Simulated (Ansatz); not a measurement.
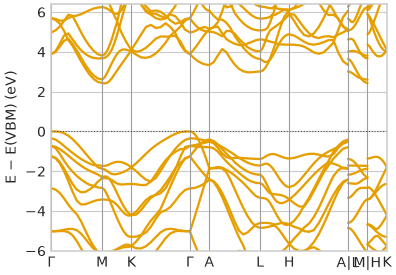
Figure. Band structure from plane-wave PAW LDA (Ansatz code)

The gap is 2.42 eV; an edge lies off the plotted path or next to a special point (maximum on the Γ–M line, 4 % of the way from Γ, minimum on the M–K line, 10 % of the way from M).

Q: Which compound is it?
(A) WSe2, P6_3/mmc (W on 2c, Se on 4f)
(B) BeS, P6_422 (Be on 3c, S on 3d)
(C) WS2, P6_3/mmc (W on 2c, S on 4f)
(D) MoS2, P6_3/mmc (Mo on 2b, S on 4f)

A: B, BeS, P6_422 (Be on 3c, S on 3d)

The start of the workflow was typed in or built on a structure type; neither database checked (COD, Materials Project) lists it. COD files the formula under space group No. 216. Its standing as an ambient phase is unchecked. Symmetry was held in the LDA relaxation; its stability against distortions is not shown here.

Potentials: the earlier of the program's two PAW sets. The files were generated under PBE; for other functionals the program regenerates the frozen cores, and for LDA and PBEsol the local potential too.
